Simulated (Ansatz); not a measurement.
**Computed frozen-phonon scan: Ca (fcc, Cu type)**

Ca (fcc, Cu type)

```
CELL_PARAMETERS angstrom
      0.00000     5.52650     5.52650
      2.76325     0.00000     2.76325
      2.76325     2.76325     0.00000
ATOMIC_POSITIONS crystal
  Ca 0.00000 0.00000 0.00000
  Ca 0.50000 0.00000 0.00000
```

The atoms are displaced by Q × the pattern below (from a DFPT mode at L = (0.5, 0.0, 0.0), largest move 1; Q in Å), at fixed cell. (q is in reciprocal vectors of the primitive cell; the cell shown is doubled to hold the pattern.)

| atom | x | y | z |
|---|---|---|---|
| Ca1 | -0.577 | 0.577 | 0.577 |
| Ca2 | 0.577 | -0.577 | -0.577 |

Calculation: PBE (plane waves to 420 eV, PAW, scalar-relativistic; Ansatz, a quantum-chemistry and plane-wave program). k mesh 15×15×15 (Γ-centred), Fermi-Dirac smearing 0.05 eV. Energies are smeared free energies. With partly filled bands, energies and forces of such displacements shift with the k mesh and the smearing. Ca was relaxed with its symmetry unable to fall. ΔE is measured from the undisplaced structure.

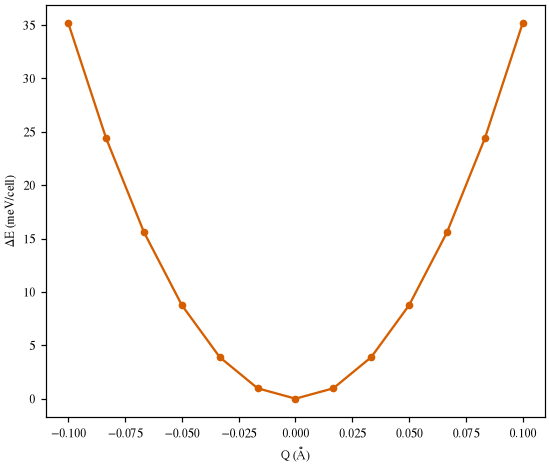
*ΔE (meV/cell) against Q (Å); one marker a computed point.*

The energy at Q = 0.100 Å is 35.2 meV/cell. Symmetry of the curve: even: the same for both signs. Wavenumber by perturbation theory (DFPT, on another k mesh): 153 cm⁻¹. Harmonic wavenumber from the curvature (finite differences): 154 cm⁻¹. Space group of the distorted cell: R-3m (No. 166), lowered from Fm-3m.

E″ = 6.99 eV/Å², M = Σ mᵢ|uᵢ|² = 80.2 u, ν̃ = 521.5·√(|E″|/M).

(A displaced cell: forces are minus the slopes of the energy, force constants its curvatures, and phonons follow from these.)
